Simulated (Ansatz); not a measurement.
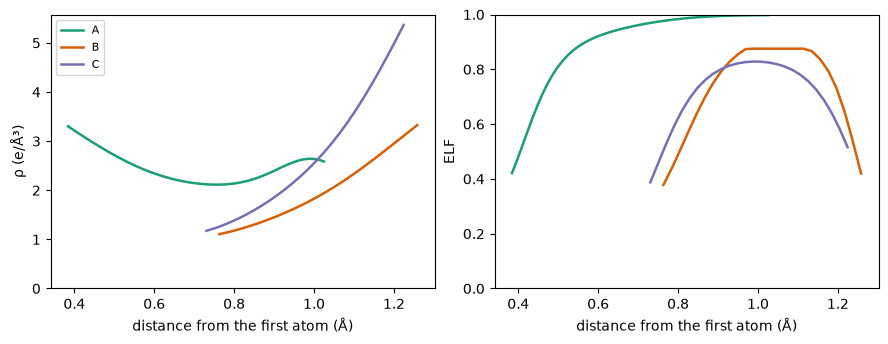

HNOSi (SMILES N=[Si][O-]) (charge −1, doublet). Electron density and ELF along straight lines between neighbouring atoms. The curves leave out the atomic cores.

Geometry: PBE0-D3(BJ)/def2-SVPD.

Theory: isolated molecule in a Gaussian basis; Kohn-Sham density functional theory, functional PBE0 in Ansatz 0.2.0.

```xyz
4

N    -0.4785   -0.6079   -2.0727
O     2.3325   -1.5203   -2.7642
Si    1.1693   -0.6448   -2.1514
H    -0.9328   -1.3827   -2.5659
```

### Which curve belongs to which contact (N–H, Si–N and Si–O)? The first atom named is at distance zero.

Curve A: N–H (1.02 Å): ρ at the midpoint is about 2.7 e/Å³; the ELF climbs to about 1 towards the hydrogen, as it does in any bond to H (a covalent bond by its length). Curve B: Si–N (1.65 Å): the density is about 1.2 e/Å³ at the midpoint; the ELF peaks at about 0.90 between the atoms; a polar covalent bond. Curve C: Si–O (1.58 Å): ρ is about 1.3 e/Å³ halfway; the ELF peaks at about 0.85 between the atoms; a short, strongly polar bond.
